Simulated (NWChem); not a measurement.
## Run report: CH$_{2}$GeN, energy and gradient calculation

CH$_{2}$GeN, multiplicity 2, computed with HF/3-21G, UHF (NWChem 7.3.0).

The geometry comes from this level: PBE0-D4/def2-TZVP.

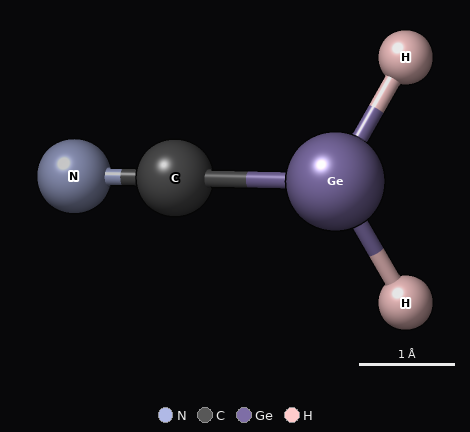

Fig. 1: The input geometry (ball-and-stick view, seen at a tilt). Sticks mark near contacts.

The input:
```
start calc
title "CH2GeN gradient"
memory stack 880 mb heap 220 mb global 1100 mb

geometry units angstrom noautosym nocenter noautoz
 load calc.xyz
end

basis spherical bse
 * library 3-21G
end

scf
 nopen 1
 uhf
 thresh 1e-08
 maxiter 80
 noprint "final vectors analysis"
end

task scf gradient
```

File calc.xyz:
```
5
CH2GeN gradient
N      1.590700    -1.029300     1.293200
C      0.838400    -0.535900     0.570400
Ge    -0.315900     0.241400    -0.740100
H     -1.658900    -0.498000    -0.695900
H     -0.404300     1.748400    -0.468900
```

Hardware: 1 thread of Intel Xeon @ 2.50GHz (Skylake/Cascade Lake), 128 GiB of memory available, shared host.

Launch command:
```bash
nwchem calc.nw > calc.out
```

Log:
```
Northwest Computational Chemistry Package (NWChem) 7.3.0
             --------------------------------------------------------

           Job information
           ---------------

    nwchem branch   = 7.3.0
    use scalapack   = T
    input           = calc.nw
    prefix          = calc.
    data base       = ./calc.db
    status          = startup
    nproc           =        1

           Memory information
           ------------------

    heap     =     28835836 doubles =      220.0 Mbytes
    stack    =    115343361 doubles =      880.0 Mbytes
    global   =    144179200 doubles =     1100.0 Mbytes (distinct from heap & stack)
    total    =    288358397 doubles =     2200.0 Mbytes
    verify   = yes
    hardfail = no

           Directory information
           ---------------------

  0 permanent = .
  0 scratch   = .

                                NWChem Input Module
                                -------------------

                                  CH2GeN gradient
                                  ---------------

 Scaling coordinates for geometry "geometry" by  1.889725989
 (inverse scale =  0.529177249)

                             Geometry "geometry" -> ""
                             -------------------------

 Output coordinates in angstroms (scale by  1.889725989 to convert to a.u.)

  No.       Tag          Charge          X              Y              Z
 ---- ---------------- ---------- -------------- -------------- --------------
    1 N                    7.0000     1.59070000    -1.02930000     1.29320000
    2 C                    6.0000     0.83840000    -0.53590000     0.57040000
    3 Ge                  32.0000    -0.31590000     0.24140000    -0.74010000
    4 H                    1.0000    -1.65890000    -0.49800000    -0.69590000
    5 H                    1.0000    -0.40430000     1.74840000    -0.46890000

      Atomic Mass
      -----------

      N                 14.003070
      C                 12.000000
      Ge                73.921900
      H                  1.007825

 Effective nuclear repulsion energy (a.u.)     137.5848811569

            Nuclear Dipole moment (a.u.)
            ----------------------------
        X                 Y               Z
 ---------------- ---------------- ----------------
     7.5462427902    -2.7312209713   -23.3819576019

            XYZ format geometry
            -------------------
     5
 geometry
 N                     1.59070000    -1.02930000     1.29320000
 C                     0.83840000    -0.53590000     0.57040000
 Ge                   -0.31590000     0.24140000    -0.74010000
 H                    -1.65890000    -0.49800000    -0.69590000
 H                    -0.40430000     1.74840000    -0.46890000

 ==============================================================================
                                internuclear distances
 ------------------------------------------------------------------------------
       center one      |      center two      | atomic units |  angstroms
 ------------------------------------------------------------------------------
    2 C                |   1 N                |     2.18084  |     1.15405
    3 Ge               |   2 C                |     3.61230  |     1.91155
    4 H                |   3 Ge               |     2.89832  |     1.53373
    5 H                |   3 Ge               |     2.89838  |     1.53376
 ------------------------------------------------------------------------------
                         number of included internuclear distances:          4
 ==============================================================================

 ==============================================================================
                                 internuclear angles
 ------------------------------------------------------------------------------
        center 1       |       center 2       |       center 3       |  degrees
 ------------------------------------------------------------------------------
    1 N                |   2 C                |   3 Ge               |   175.47
    2 C                |   3 Ge               |   4 H                |   108.24
    2 C                |   3 Ge               |   5 H                |   108.25
    4 H                |   3 Ge               |   5 H                |   114.72
 ------------------------------------------------------------------------------
                            number of included internuclear angles:          4
 ==============================================================================

 Summary of "ao basis" -> "" (spherical)
 ------------------------------------------------------------------------------
       Tag                 Description            Shells   Functions and Types
 ---------------- ------------------------------  ------  ---------------------
 *                           3-21G                    on all atoms

                      Basis "ao basis" -> "ao basis" (spherical)
                      -----
  [basis functions not shown]

 Summary of "ao basis" -> "ao basis" (spherical)
 ------------------------------------------------------------------------------
       Tag                 Description            Shells   Functions and Types
 ---------------- ------------------------------  ------  ---------------------
 N                           3-21G                   5        9   3s2p
 C                           3-21G                   5        9   3s2p
 Ge                          3-21G                  10       22   5s4p1d
 H                           3-21G                   2        2   2s

                                 NWChem SCF Module
                                 -----------------

                                  CH2GeN gradient

  ao basis        = "ao basis"
  functions       =    44
  atoms           =     5
  alpha electrons =    24
  beta  electrons =    23
  charge          =   0.00
  wavefunction    = UHF
  input vectors   = atomic
  output vectors  = ./calc.movecs
  use symmetry    = F
  symmetry adapt  = F

 Summary of "ao basis" -> "ao basis" (spherical)
 ------------------------------------------------------------------------------
       Tag                 Description            Shells   Functions and Types
 ---------------- ------------------------------  ------  ---------------------
 N                           3-21G                   5        9   3s2p
 C                           3-21G                   5        9   3s2p
 Ge                          3-21G                  10       22   5s4p1d
 H                           3-21G                   2        2   2s

 Forming initial guess at       0.1s

      Superposition of Atomic Density Guess
      -------------------------------------

 Sum of atomic energies:       -2157.75016494

      Non-variational initial energy
      ------------------------------

 Total energy =   -2158.654385
 1-e energy   =   -3283.361035
 2-e energy   =     987.121769
 HOMO         =      -0.148930
 LUMO         =       0.041227

 Starting SCF solution at       0.2s

 ----------------------------------------------
         Quadratically convergent UHF

 Convergence threshold     :          1.000E-08
 Maximum no. of iterations :           80
 Integral*density screening:          1.000E-10
 ----------------------------------------------

              iter       energy          gnorm     gmax       time
             ----- ------------------- --------- --------- --------
                 1    -2158.1829698450  6.31D-01  1.75D-01      0.4
                 2    -2158.2454104521  2.58D-01  6.24D-02      0.7
                 3    -2158.2609527265  1.53D-02  3.81D-03      1.2
  ga_iter_lsolve: convergence stagnant ... aborting solve

 Disabled NR: increased maxiter to  90

                 4    -2158.2611181227  1.88D-02  4.02D-03      1.9
                 5    -2158.2613737437  2.45D-02  6.25D-03      2.2
                 6    -2158.2615922296  2.20D-02  6.30D-03      2.5
                 7    -2158.2616945983  1.24D-02  3.37D-03      2.7
                 8    -2158.2617895408  1.04D-02  3.08D-03      2.9
                 9    -2158.2618206018  4.84D-03  1.29D-03      3.3
                10    -2158.2618282748  4.43D-03  1.11D-03      3.7
                11    -2158.2618329339  2.09D-03  5.97D-04      4.0
                12    -2158.2618347383  1.24D-03  3.17D-04      4.4
                13    -2158.2618351613  5.80D-04  1.79D-04      4.9
                14    -2158.2618352405  2.62D-04  7.34D-05      5.1
                15    -2158.2618352573  1.63D-04  6.27D-05      5.4
                16    -2158.2618352679  1.18D-04  2.93D-05      5.8
                17    -2158.2618352729  7.92D-05  2.53D-05      6.3
                18    -2158.2618352748  3.89D-05  1.02D-05      6.7
                19    -2158.2618352750  1.68D-05  4.01D-06      7.0
                20    -2158.2618352751  7.09D-06  1.64D-06      7.2
                21    -2158.2618352751  4.26D-06  9.52D-07      7.7
                22    -2158.2618352751  2.36D-06  6.18D-07      8.1
                23    -2158.2618352751  1.88D-06  4.53D-07      8.6
                24    -2158.2618352751  1.02D-06  2.40D-07      8.8
                25    -2158.2618352751  6.93D-07  1.50D-07      9.3
                26    -2158.2618352751  3.01D-07  7.03D-08      9.7
                27    -2158.2618352751  2.79D-07  6.93D-08     10.2
                28    -2158.2618352751  1.52D-07  3.45D-08     10.4
                29    -2158.2618352751  2.06D-07  3.40D-08     10.9
                30    -2158.2618352751  1.19D-07  2.91D-08     11.3
                31    -2158.2618352751  7.00D-08  2.10D-08     11.6
                32    -2158.2618352751  5.55D-08  1.19D-08     11.9
                33    -2158.2618352751  3.50D-08  6.71D-09     12.1
                34    -2158.2618352751  1.95D-08  3.09D-09     12.5
                35    -2158.2618352751  1.04D-08  2.67D-09     12.9
                36    -2158.2618352751  8.56D-09  2.03D-09     13.1

       Final UHF  results
       ------------------

         Total SCF energy =  -2158.261835275092
      One electron energy =  -3282.089744297009
      Two electron energy =    986.243027865056
 Nuclear repulsion energy =    137.584881156862

                       Sz =      0.5000
                 Sz(Sz+1) =      0.7500
                      S^2 =      0.8292

        Time for solution =     12.9s

          Final alpha eigenvalues
          -----------------------

              1
    1 -402.7477
    2  -51.9730
    3  -45.9864
    4  -45.9841
    5  -45.9836
    6  -15.5200
    7  -11.2030
    8   -7.1950
    9   -5.1510
   10   -5.1471
   11   -5.1457
   12   -1.5963
   13   -1.5952
   14   -1.5937
   15   -1.5929
   16   -1.5924
   17   -1.2552
   18   -0.8055
   19   -0.6130
   20   -0.5364
   21   -0.5277
   22   -0.5045
   23   -0.4764
   24   -0.3540
   25    0.1322
   26    0.1340
   27    0.1905
   28    0.2571
   29    0.2824
   30    0.3083
   31    0.3998
   32    0.4003
   33    0.4234
   34    0.8226

          Final beta eigenvalues
          ----------------------

              1
    1 -402.7452
    2  -51.9707
    3  -45.9828
    4  -45.9823
    5  -45.9810
    6  -15.5064
    7  -11.2129
    8   -7.1880
    9   -5.1440
   10   -5.1428
   11   -5.1381
   12   -1.5932
   13   -1.5917
   14   -1.5905
   15   -1.5885
   16   -1.5882
   17   -1.2319
   18   -0.7749
   19   -0.5981
   20   -0.5201
   21   -0.5186
   22   -0.4748
   23   -0.4592
   24    0.0055
   25    0.1575
   26    0.1607
   27    0.2131
   28    0.2715
   29    0.2932
   30    0.3190
   31    0.4202
   32    0.4312
   33    0.4660
   34    0.8330

 center of mass
 --------------
 x =   0.12798692 y =  -0.03224099 z =  -0.57336434

 moments of inertia (a.u.)
 ------------------
         303.644098802787         120.409462608122        -197.395581587270
         120.409462608122         403.005566115992         130.411890800789
        -197.395581587270         130.411890800789         284.276556046664

  Mulliken analysis of the total density
  --------------------------------------

    Atom       Charge   Shell Charges
 -----------   ------   -------------------------------------------------------
    1 N    7     7.41   1.99  0.43  1.65  1.51  1.84
    2 C    6     6.15   1.99  0.41  1.56  0.81  1.38
    3 Ge  32    31.14   2.00  2.00  5.99  2.00  5.95  0.76  1.46  0.44  0.57  9.96
    4 H    1     1.15   0.40  0.74
    5 H    1     1.15   0.40  0.74

  Mulliken analysis of the alpha density
  --------------------------------------

    Atom       Charge   Shell Charges
 -----------   ------   -------------------------------------------------------
    1 N    7     3.96   1.00  0.22  0.94  0.77  1.04
    2 C    6     2.81   0.99  0.20  0.68  0.37  0.56
    3 Ge  32    16.10   1.00  1.00  3.00  1.00  2.98  0.42  0.95  0.30  0.48  4.98
    4 H    1     0.56   0.20  0.36
    5 H    1     0.56   0.20  0.36

   Mulliken analysis of the beta density
   -------------------------------------

    Atom       Charge   Shell Charges
 -----------   ------   -------------------------------------------------------
    1 N    7     3.45   1.00  0.21  0.71  0.73  0.80
    2 C    6     3.34   0.99  0.21  0.88  0.44  0.82
    3 Ge  32    15.04   1.00  1.00  3.00  1.00  2.98  0.34  0.51  0.14  0.09  4.98
    4 H    1     0.58   0.20  0.38
    5 H    1     0.58   0.20  0.38

   Mulliken analysis of the spin density
   -------------------------------------

    Atom       Charge   Shell Charges
 -----------   ------   -------------------------------------------------------
    1 N    7     0.52   0.00  0.01  0.22  0.04  0.24
    2 C    6    -0.54  -0.00 -0.01 -0.20 -0.07 -0.26
    3 Ge  32     1.06   0.00  0.00  0.00  0.00  0.00  0.08  0.44  0.16  0.38 -0.00
    4 H    1    -0.02   0.00 -0.02
    5 H    1    -0.02   0.00 -0.02

       Multipole analysis of the density wrt the origin
       ------------------------------------------------

     L   x y z        total         alpha         beta         nuclear
     -   - - -        -----         -----         ----         -------
     0   0 0 0     -0.000000    -24.000000    -23.000000     47.000000

     1   1 0 0     -0.837810     -4.442748     -3.941305      7.546243
     1   0 1 0      0.571707      1.719937      1.582992     -2.731221
     1   0 0 1     -1.024792     11.979185     10.377981    -23.381958

     2   2 0 0    -25.133357    -65.176548    -60.084276    100.127467
     2   1 1 0      1.765026     31.407165     29.201695    -58.843834
     2   1 0 1     -2.384119    -48.912483    -46.656847     93.185211
     2   0 2 0    -23.579668    -38.847133    -35.830950     51.098415
     2   0 1 1      1.477228     32.750988     30.655960    -61.929721
     2   0 0 2    -23.680983    -73.843626    -63.721387    113.884030

                              NWChem Gradients Module
                              -----------------------

                                  CH2GeN gradient

  wavefunction    =   UHF

                         UHF ENERGY GRADIENTS

    atom               coordinates                        gradient
                 x          y          z           x          y          z
   1 N       3.005987  -1.945095   2.443794    0.008349  -0.005245   0.005727
   2 C       1.584346  -1.012704   1.077900   -0.009609   0.005849  -0.004767
   3 Ge     -0.596964   0.456180  -1.398586    0.003021  -0.001411  -0.002792
   4 H      -3.134866  -0.941084  -1.315060   -0.001643  -0.000972   0.000779
   5 H      -0.764016   3.303997  -0.886093   -0.000117   0.001779   0.001053

                 ----------------------------------------
                 |  Time  |  1-e(secs)   |  2-e(secs)   |
                 ----------------------------------------
                 |  CPU   |       0.00   |       1.05   |
                 ----------------------------------------
                 |  WALL  |       0.00   |       1.05   |
                 ----------------------------------------

 Task  times  cpu:       14.2s     wall:       14.2s
 Total times  cpu:       14.2s     wall:       14.2s
```

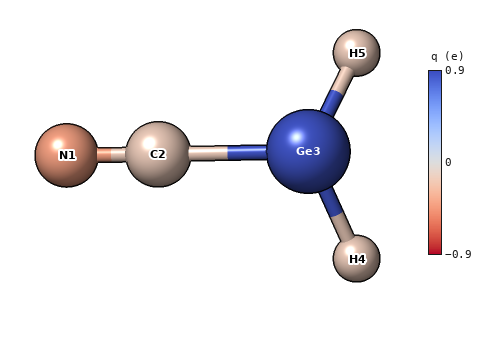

Fig. 2: Mulliken charges, as the colour of each atom (ball-and-stick view, seen on its broad side; atoms are numbered from 1 in the order of the input). By element: N −0.41, C −0.15, Ge +0.86 and H −0.15 e.

Summary:

```tsv
quantity	value
outcome	converged
total energy	−2158.261835 hartree
basis functions	44
largest force	0.628 eV/Å
⟨S²⟩	0.829
SCF solution under orbital rotations	stable
dipole moment	3.66 D
wall time	15 s
peak memory	0.099 GiB
```
